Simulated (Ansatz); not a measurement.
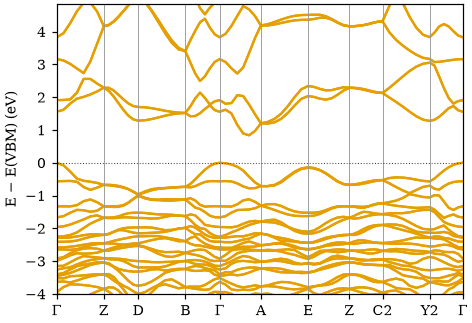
Figure: Band structure from r²SCAN with spin–orbit coupling (plane waves, PAW; program Ansatz)

The gap is 0.83 eV; an edge lies off the plotted path or next to a special point (maximum at Γ, minimum off the standard path).

The material is AgAuO2 in space group P2_1/c (No. 14; Ag on 2d, Au on 2a, O on 4e).

The workflow started from a Materials Project entry (that database holds measured and hypothetical structures alike); the Crystallography Open Database copy checked does not list it. Whether it is the stable phase at ambient conditions was not checked. The r²SCAN relaxation kept the symmetry of its start; its stability against distortions is not shown here. The run is not spin-polarised.

Potentials: the later of the program's two PAW sets.
